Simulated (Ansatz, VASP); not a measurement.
## Cross-check of W12Cl (W(110)) between VASP and Ansatz

Aim: how closely do two programs agree when they are given the same cell, functional and k mesh? The structure shown is the end of the VASP relaxation below.

Program: Ansatz 0.2.0. Level of theory: plane waves, with VASP 6.6.1 beside it; single point at PBEsol. Results are calculated unless marked as measured.

## 1. Starting point

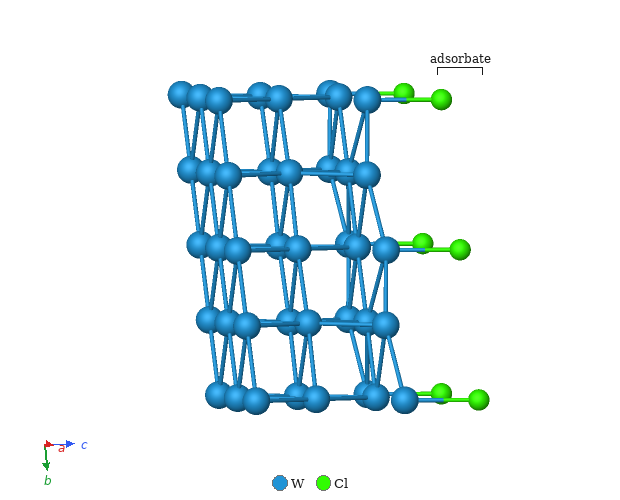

The starting structure, seen from the side, with the c axis across the page (tungsten blue, chlorine green). 1×2×1 cells are drawn. Some periodic images of atoms are drawn too.

The cell holds 13 atoms: 12 W and 1 Cl. Its edges and angles: a = 6.288 Å, b = 5.446 Å, c = 19.447 Å, α = 90.0°, β = 90.0°, γ = 54.7°. It derives from W. As first built, before any earlier steps moved the atoms: Cl over the ontop site of W(110). Vacuum lies along c.

Structure file:

```xyz
13
Lattice="6.2883 0.0000 0.0000 3.1442 4.4465 0.0000 0.0000 0.0000 19.4465" Properties=species:S:1:pos:R:3
W     0.0000    0.0000    7.5000
W     3.1442    0.0000    7.5000
W     1.5721    2.2233    7.5000
W     4.7162    2.2233    7.5000
W     6.2883    2.1951    9.6657
W     3.1442    2.2514    9.6657
W     4.7066    0.0000    9.6306
W     1.5817    0.0000    9.6306
W     0.0000    0.0000   12.0603
W     3.1442    0.0000   11.7463
W     1.5721    2.2233   11.7596
W     4.7162    2.2233   11.7596
Cl    0.0000    0.0000   14.3329
```

## 2. VASP: relaxation, PBEsol

This run makes the geometry at which the two programs are then compared.

Lines of VASP's logs that name or quote its potential files are left out, and so is its time.

File INCAR:

```
SYSTEM = W12Cl
PREC = Normal
ENCUT = 320
EDIFF = 1E-05
NELM = 120
ISMEAR = 1
SIGMA = 0.15
LREAL = Auto
ALGO = Fast
GGA = PS
NBANDS = 52
LASPH = .TRUE.
LORBIT = 11
LWAVE = .FALSE.
LCHARG = .FALSE.
KPAR = 2
NCORE = 2
IBRION = 2
NSW = 50
ISIF = 2
EDIFFG = -0.03
POTIM = 0.4
MAXMIX = 40
IDIPOL = 3
LDIPOL = .TRUE.
DIPOL = 0.5 0.5 0.512
```

File POSCAR:

```
W12Cl
1.0
    6.2883230688      0.0000000000      0.0000000000
    3.1441615344      4.4465158842      0.0000000000
    0.0000000000      0.0000000000     19.4465158842
W Cl
12 1
Selective dynamics
Direct
    0.0000000000      0.0000000000      0.3856732000  F F F
    0.5000000000      0.0000000000      0.3856732000  F F F
    0.0000000000      0.5000000000      0.3856732000  F F F
    0.5000000000      0.5000000000      0.3856732000  F F F
    0.7500000000      0.5000000000      0.4960352500  T T T
    0.2500000000      0.5000000000      0.4960352500  T T T
    0.7500000000      0.0000000000      0.4960352500  T T T
    0.2500000000      0.0000000000      0.4960352500  T T T
    0.0000000000      0.0000000000      0.6063704300  T T T
    0.5000000000      0.0000000000      0.6063704300  T T T
    0.0000000000      0.5000000000      0.6063704300  T T T
    0.5000000000      0.5000000000      0.6063704300  T T T
    0.0000000000      0.0000000000      0.7040743100  T T T
```

File KPOINTS:

```
Automatic mesh
0
Gamma
5 5 1
0 0 0
```

PAW data sets: W and Cl (PBE family, release 64).

On the command line:

```
mpirun -np 4 vasp_std
```

Numbers of over 12 decimals in the logs are rounded to 6 here.

Log:

```text
[banner, memory and clock lines left out]
running    4 mpi-ranks, on    1 nodes
 distrk:  each k-point on    2 cores,    2 groups
 distr:  one band on    2 cores,    1 groups

 POSCAR found type information on POSCAR W Cl
 POSCAR found :  2 types and      13 ions
|                                                                             |
|               ----> ADVICE to this user running VASP <----                  |
|                                                                             |
|     You enforced a specific xc type in the INCAR file but a different       |
|     [... a line on the potential file left out ...]
|     I HOPE YOU KNOW WHAT YOU ARE DOING!                                     |
|                                                                             |

 LDA part: xc-table for (Slater+PW92), standard interpolation
 POSCAR, INCAR and KPOINTS ok, starting setup
 FFT: planning ... GRIDC
 FFT: planning ... GRID_SOFT
 FFT: planning ... GRID
 WAVECAR not read
 entering main loop
       N       E                     dE             d eps       ncg     rms          rms(c)
DAV:   1     0.347986504220E+03    0.34799E+03   -0.23024E+04   936   0.822E+02
DAV:   2    -0.113209521331E+03   -0.46120E+03   -0.43943E+03  1328   0.221E+02
DAV:   3    -0.161967495866E+03   -0.48758E+02   -0.46838E+02  1080   0.742E+01
DAV:   4    -0.165532988425E+03   -0.35655E+01   -0.34989E+01  1520   0.172E+01
DAV:   5    -0.165635698486E+03   -0.10271E+00   -0.10222E+00  1472   0.321E+00    0.765E+01
RMM:   6    -0.159480011657E+03    0.61557E+01   -0.22360E+01   980   0.130E+01    0.367E+01
RMM:   7    -0.250778047237E+03   -0.91298E+02   -0.26217E+02  1538   0.336E+01    0.268E+01
RMM:   8    -0.154675095576E+03    0.96103E+02   -0.70025E+01  1247   0.216E+01    0.863E+00
RMM:   9    -0.155484624449E+03   -0.80953E+00   -0.12767E+01  1230   0.820E+00    0.569E+00
RMM:  10    -0.155444606610E+03    0.40018E-01   -0.21777E+00   973   0.462E+00    0.403E+00
RMM:  11    -0.155193305263E+03    0.25130E+00   -0.12086E+00  1288   0.270E+00    0.179E+00
RMM:  12    -0.155168870077E+03    0.24435E-01   -0.15590E-01  1044   0.115E+00    0.130E+00
RMM:  13    -0.155127270104E+03    0.41600E-01   -0.13171E-01  1159   0.809E-01    0.629E-01
RMM:  14    -0.155126345948E+03    0.92416E-03   -0.77844E-02  1318   0.526E-01    0.273E-01
RMM:  15    -0.155125281010E+03    0.10649E-02   -0.78114E-03  1008   0.265E-01    0.188E-01
RMM:  16    -0.155125701534E+03   -0.42052E-03   -0.44952E-03  1297   0.142E-01    0.105E-01
RMM:  17    -0.155125600870E+03    0.10066E-03   -0.14328E-03  1210   0.758E-02    0.350E-02
RMM:  18    -0.155125689089E+03   -0.88219E-04   -0.80354E-04  1186   0.627E-02    0.475E-02
RMM:  19    -0.155125674133E+03    0.14956E-04   -0.19517E-04  1093   0.350E-02    0.302E-02
RMM:  20    -0.155125681800E+03   -0.76671E-05   -0.81638E-05   887   0.241E-02
   1 F= -.15512568E+03 E0= -.15512102E+03  d E =-.155126E+03
[... from here on, the cycles between the ionic steps are left out ...]
  13 F= -.15775642E+03 E0= -.15775826E+03  d E =-.339502E-01
  14 F= -.15777026E+03 E0= -.15777200E+03  d E =-.138428E-01
  15 F= -.15777679E+03 E0= -.15777842E+03  d E =-.203723E-01
  16 F= -.15777694E+03 E0= -.15777855E+03  d E =-.205170E-01
  17 F= -.15778180E+03 E0= -.15778315E+03  d E =-.486359E-02
  18 F= -.15778185E+03 E0= -.15778319E+03  d E =-.491491E-02
  19 F= -.15778456E+03 E0= -.15778577E+03  d E =-.270724E-02
  20 F= -.15778530E+03 E0= -.15778643E+03  d E =-.344333E-02
  21 F= -.15778523E+03 E0= -.15778618E+03  d E =-.337983E-02
  22 F= -.15778552E+03 E0= -.15778657E+03  d E =-.366753E-02
 curvature:  -1.84 expect dE=-0.173E-02 dE for cont linesearch -0.417E-05
 trial: gam= 0.41568 g(F)=  0.941E-03 g(S)=  0.000E+00 ort = 0.887E-04 (trialstep = 0.193E+01)
 search vector abs. value=  0.161E-02
 bond charge predicted
       N       E                     dE             d eps       ncg     rms          rms(c)
DAV:   1    -0.157785512629E+03    0.45305E-05   -0.49535E-01   936   0.236E+00    0.306E-01
RMM:   2    -0.157786267826E+03   -0.75520E-03   -0.11974E-02   978   0.420E-01    0.199E-01
RMM:   3    -0.157786517784E+03   -0.24996E-03   -0.30394E-03  1182   0.176E-01    0.105E-01
RMM:   4    -0.157786599838E+03   -0.82054E-04   -0.92015E-04  1120   0.846E-02    0.239E-01
RMM:   5    -0.157786723489E+03   -0.12365E-03   -0.46013E-04   989   0.654E-02    0.149E-01
RMM:   6    -0.157786726693E+03   -0.32044E-05   -0.12787E-04  1014   0.365E-02    0.956E-02
RMM:   7    -0.157786670590E+03    0.56104E-04   -0.28139E-05   639   0.162E-02    0.755E-02
RMM:   8    -0.157786593124E+03    0.77466E-04   -0.91282E-05   785   0.216E-02    0.864E-02
RMM:   9    -0.157786544820E+03    0.48304E-04   -0.10637E-04   838   0.244E-02    0.129E-01
RMM:  10    -0.157786536721E+03    0.80997E-05   -0.12216E-04   881   0.262E-02    0.137E-01
RMM:  11    -0.157786536920E+03   -0.19961E-06   -0.71849E-06   566   0.106E-02
  23 F= -.15778654E+03 E0= -.15778764E+03  d E =-.101681E-02
 trial-energy change:   -0.001017  1 .order   -0.001056   -0.001883   -0.000228
 step:   2.1924(harm=  2.1924)  dis= 0.01139  next Energy=  -157.786592 (dE=-0.107E-02)
 reached required accuracy - stopping structural energy minimisation
```

OUTCAR, selected parts (step 2):

```text
ion  position               nearest neighbor table
   1  0.000  0.000  0.386-   7 2.66   8 2.66   3 2.72   3 2.72   4 2.72   4 2.72   6 3.09   5 3.09
                             2 3.14   2 3.14
   2  0.500  0.000  0.386-   7 2.66   8 2.66   4 2.72   3 2.72   4 2.72   3 2.72   5 3.09   6 3.09
                             1 3.14   1 3.14
   3  0.000  0.500  0.386-   5 2.66   6 2.66   1 2.72   1 2.72   2 2.72   2 2.72   8 3.09   7 3.09
                             4 3.14   4 3.14
   4  0.500  0.500  0.386-   5 2.66   6 2.66   2 2.72   1 2.72   2 2.72   1 2.72   7 3.09   8 3.09
                             3 3.14   3 3.14
   5  0.750  0.500  0.496-  11 2.66  12 2.66   3 2.66   4 2.66   7 2.72   7 2.72   8 2.72   8 2.72
                             9 3.09  10 3.09   2 3.09   1 3.09   6 3.14   6 3.14
   6  0.250  0.500  0.496-  11 2.66  12 2.66   3 2.66   4 2.66   8 2.72   7 2.72   8 2.72   7 2.72
                            10 3.09   9 3.09   1 3.09   2 3.09   5 3.14   5 3.14
   7  0.750  0.000  0.496-   9 2.66  10 2.66   1 2.66   2 2.66   5 2.72   5 2.72   6 2.72   6 2.72
                            11 3.09  12 3.09   4 3.09   3 3.09   8 3.14   8 3.14
   8  0.250  0.000  0.496-   9 2.66  10 2.66   1 2.66   2 2.66   6 2.72   5 2.72   6 2.72   5 2.72
                            12 3.09  11 3.09   3 3.09   4 3.09   7 3.14   7 3.14
   9  0.000  0.000  0.606-  13 1.90   8 2.66   7 2.66  11 2.72  11 2.72  12 2.72  12 2.72   6 3.09
                             5 3.09  10 3.14  10 3.14
  10  0.500  0.000  0.606-   7 2.66   8 2.66  12 2.72  11 2.72  12 2.72  11 2.72   5 3.09   6 3.09
                             9 3.14   9 3.14
  11  0.000  0.500  0.606-   5 2.66   6 2.66   9 2.72   9 2.72  10 2.72  10 2.72   8 3.09   7 3.09
                            12 3.14  12 3.14
  12  0.500  0.500  0.606-   5 2.66   6 2.66  10 2.72   9 2.72  10 2.72   9 2.72   7 3.09   8 3.09
                            11 3.14  11 3.14
  13  0.000  0.000  0.704-   9 1.90

  LATTYP: Found a base centered orthorhombic cell.
 ALAT       =     6.2883230688
 B/A-ratio  =     1.4142135624
 C/A-ratio  =     3.0924804072

 Subroutine GETGRP returns: Found  4 space group operations
 (whereof  4 operations were pure point group operations)

The static configuration has the point symmetry C_2v.

 Found      9 irreducible k-points:

   k-points           NKPTS =      9   k-points in BZ     NKDIM =      9   number of bands    NBANDS=     52

   dimension x,y,z NGX =    28 NGY =   24 NGZ =   90
   dimension x,y,z NGXF=    56 NGYF=   48 NGZF=  180

   ENCUT  =  320.0 eV  23.52 Ry    4.85 a.u.   9.17  7.94 28.36*2*pi/ulx,y,z

   NELECT =      79.0000    total number of electrons

 k-points in reciprocal lattice and weights: Automatic mesh
   0.00000000  0.00000000  0.00000000       0.040
   0.20000000 -0.00000000  0.00000000       0.160
   0.40000000 -0.00000000  0.00000000       0.160
   0.00000000  0.20000000  0.00000000       0.080
   0.40000000  0.20000000  0.00000000       0.080
  -0.40000000  0.20000000  0.00000000       0.160
  -0.20000000  0.20000000  0.00000000       0.160
   0.00000000  0.40000000  0.00000000       0.080
  -0.20000000  0.40000000  0.00000000       0.080

 dipolmoment           0.000000      0.000000      0.032990 electrons x Angstroem

 average (electrostatic) potential at core
       1 -45.3975       2 -45.3516       3 -45.4298       4 -45.4298       5 -45.5133
       6 -45.5133       7 -45.5376       8 -45.5376       9 -45.8454      10 -45.3334
      11 -45.3565      12 -45.3565      13 -96.5259

 E-fermi :  -0.2575

 k-point     1 :       0.0000    0.0000    0.0000
  band No.  band energies     occupation
    ...
     31      -1.5391      2.00000
     32      -1.2331      2.00000
     33      -0.8662      2.00000
     34      -0.4895      2.05103
     35      -0.3516      1.86426
     36      -0.1236     -0.02014
     37       0.0630     -0.01004
     38       0.2850     -0.00000
     39       0.3086     -0.00000
     40       0.7868     -0.00000
    ...

 k-point     2 :       0.2000   -0.0000    0.0000
  band No.  band energies     occupation
    ...
     33      -0.8672      2.00000
     34      -0.7893      2.00001
     35      -0.6818      2.00047
     36      -0.5592      2.01540
     37      -0.3517      1.86457
     38      -0.1108     -0.04524
     39       0.0802     -0.00655
     40       0.2146     -0.00008
     41       0.3103     -0.00000
     42       0.5438     -0.00000
    ...

 k-point     3 :       0.4000   -0.0000    0.0000
  band No.  band energies     occupation
    ...
     36      -1.1486      2.00000
     37      -1.1025      2.00000
     38      -0.6874      2.00039
     39      -0.4303      2.06913
     40      -0.3579      1.89754
     41      -0.1092     -0.04781
     42       0.2322     -0.00004
     43       0.2512     -0.00002
     44       0.5599     -0.00000
     45       0.7447     -0.00000
    ...

  Total      -19.2802693    -11.8444326     -0.6491911      0.0000000      0.0000000      0.0000000
  in kB      -56.8103130    -34.9002347     -1.9128753      0.0000000      0.0000000      0.0000000
  external PRESSURE =     -31.2078077 kB  Pullay stress =       0.0000000 kB

  energy-cutoff  :      320.00
  volume of cell :      543.75
      direct lattice vectors                 reciprocal lattice vectors
     6.288323069  0.000000000  0.000000000     0.159024908 -0.112447591  0.000000000
     3.144161534  4.446515884  0.000000000     0.000000000  0.224895182  0.000000000
     0.000000000  0.000000000 19.446515884     0.000000000  0.000000000  0.051423093

 POSITION                                       TOTAL-FORCE (eV/Angst)
 -----------------------------------------------------------------------------------
      0.00000      0.00000      7.50000        -0.000000      0.000000      0.264779
      3.14416      0.00000      7.50000        -0.000000      0.000000      0.169342
      1.57208      2.22326      7.50000        -0.000000      0.000000     -0.212647
      4.71624      2.22326      7.50000        -0.000000      0.000000     -0.212647
      6.28832      2.19508      9.66568        -0.000000     -0.008583     -0.019193
      3.14416      2.25144      9.66568        -0.000000      0.008583     -0.019193
      4.70661      0.00000      9.63055         0.021941     -0.000000      0.011903
      1.58171      0.00000      9.63055        -0.021941      0.000000      0.011903
      0.00000      0.00000     12.06032        -0.000000      0.000000      0.007374
      3.14416      0.00000     11.74634        -0.000000      0.000000      0.017236
      1.57208      2.22326     11.75957        -0.000000      0.000000     -0.021257
      4.71624      2.22326     11.75957        -0.000000      0.000000     -0.021257
      0.00000      0.00000     14.33289        -0.000000      0.000000      0.023657
 -----------------------------------------------------------------------------------
    total drift:                               -0.000012     -0.000018     -0.006860

  FREE ENERGIE OF THE ION-ELECTRON SYSTEM (eV)
  ---------------------------------------------------
  free  energy   TOTEN  =      -157.7865369202 eV

  energy  without entropy=     -157.7898452882  energy(sigma->0) =     -157.78763971

 reached required accuracy - stopping structural energy minimisation

 vacuum level on the upper side and lower side of the slab         4.886         4.704

 total charge
# of ion       s       p       d       tot
------------------------------------------
    1        0.687   0.566   4.155   5.408
    2        0.687   0.561   4.172   5.420
    3        0.681   0.559   4.149   5.389
    4        0.681   0.559   4.149   5.389
    5        0.701   0.747   4.351   5.799
    6        0.701   0.747   4.351   5.799
    7        0.691   0.737   4.314   5.742
    8        0.691   0.737   4.314   5.742
    9        0.658   0.592   4.136   5.386
   10        0.693   0.560   4.203   5.456
   11        0.686   0.555   4.210   5.452
   12        0.686   0.555   4.210   5.452
   13        1.598   3.463   0.000   5.061
--------------------------------------------------
tot          9.841  10.939  50.714  71.493

[... 3 further parts left out ...]
```

CONTCAR:

```
W12Cl
   1.00000000000000
     6.2883230687999996    0.0000000000000000    0.0000000000000000
     3.1441615343999998    4.4465158842000001    0.0000000000000000
     0.0000000000000000    0.0000000000000000   19.4465158842000001
  W               Cl
    12     1
Selective dynamics
Direct
     0.0000000000000000    0.0000000000000000    0.3856731999999994   F   F   F
     0.5000000000000000    0.0000000000000000    0.3856731999999994   F   F   F
     0.0000000000000000    0.5000000000000000    0.3856731999999994   F   F   F
     0.5000000000000000    0.5000000000000000    0.3856731999999994   F   F   F
     0.7531684887719895    0.4936630224560208    0.4970389836237239   T   T   T
     0.2468315112280104    0.5063369775439793    0.4970389836237239   T   T   T
     0.7484679967118846    0.0000000000000000    0.4952328729708014   T   T   T
     0.2515320032881156    0.0000000000000000    0.4952328729708014   T   T   T
     0.0000000000000000    0.0000000000000000    0.6201791641435247   T   T   T
     0.5000000000000000    0.0000000000000000    0.6040331838925472   T   T   T
     0.0000000000000000    0.5000000000000000    0.6047135770815616   T   T   T
     0.5000000000000000    0.5000000000000000    0.6047135770815616   T   T   T
     0.0000000000000000    0.0000000000000000    0.7370414912441864   T   T   T
```

[end of part 1 of 2]

[Lines on the potential files, build, host, timing and source positions are cut from VASP's logs without a mark.]

[Logs are printed without paths, hosts, clocks, repeated set-up lines and the standing remarks that a program may print on its own settings, such as how far it seeks lower states.]

[Hosts, paths, dates, database ids (printed as entryN), source tags and the programs' standing remarks are cut or masked in the printed files.]
